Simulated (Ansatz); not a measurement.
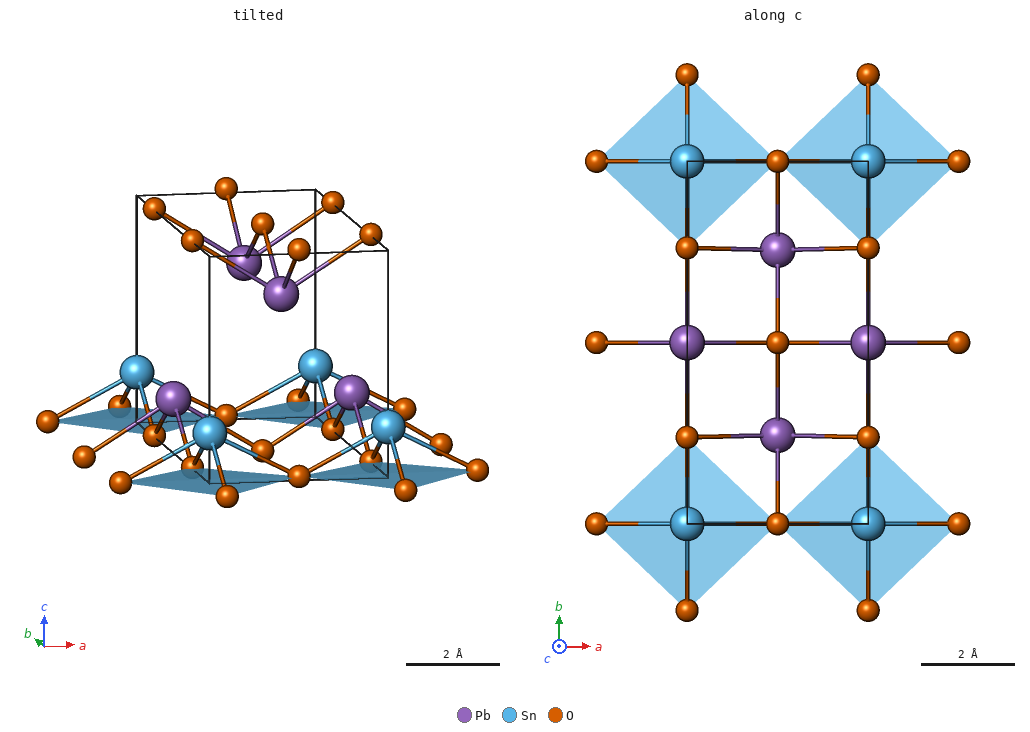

The figure gives a polyhedral picture of the atoms, viewed slightly off an axis and along the c axis. The frame is the conventional unit cell; atoms at its boundary are shown with their periodic copies. A few atoms beyond the faces are included.

SnPb$_{3}$O$_{4}$, space group Pmm2 (No. 25), a = 3.926 Å, b = 7.858 Å, c = 4.961 Å, α = 90.00°, β = 90.00°, γ = 90.00°. Origin of the cell: a structure type filled with these elements by a generator (whether the compound takes this form wasn't checked). Earlier steps of the study may have refined or changed the cell and positions. A calculation with Ansatz used it as input.

This one geometry was computed with Ansatz (DFT, plane waves, PAW) at five levels of theory: r2SCAN, PBE with spin-orbit coupling, HSE06, PBE and PBE0.

**Which level gives the highest pressure at this volume, and what does that say about its equilibrium volume?**

Highest: PBE with spin-orbit coupling (4.5 GPa) and PBE (4.7 GPa), which points to the largest equilibrium volume. Lowest, with the smallest volume: HSE06 (0.7 GPa) and PBE0 (0.6 GPa). Levels within 0.5 GPa of each other can't be told apart.

**How does the band gap change with the level of theory?**

PBE with spin-orbit coupling: a gap of 0.66 eV, indirect; PBE: a gap of 0.78 eV, indirect; r2SCAN: a gap of 1.07 eV, indirect; HSE06: a gap of 1.37 eV, indirect; PBE0: a gap of 2.03 eV, indirect.

**Collect the results in a table.**

| level | cutoff (eV) | k-mesh of the run's cell | gap (eV) | pressure (GPa) |
| --- | --- | --- | --- | --- |
| r2SCAN | 500 | 6×4×6 | 1.07 | 1.2 |
| PBE with spin-orbit coupling | 420 | 6×4×6 | 0.66 | 4.5 |
| HSE06 | 420 | 4×2×4 | 1.37 | 0.7 |
| PBE | 420 | 6×4×6 | 0.78 | 4.7 |
| PBE0 | 420 | 4×2×4 | 2.03 | 0.6 |

Gaps are taken on the k-mesh or band path of each run.
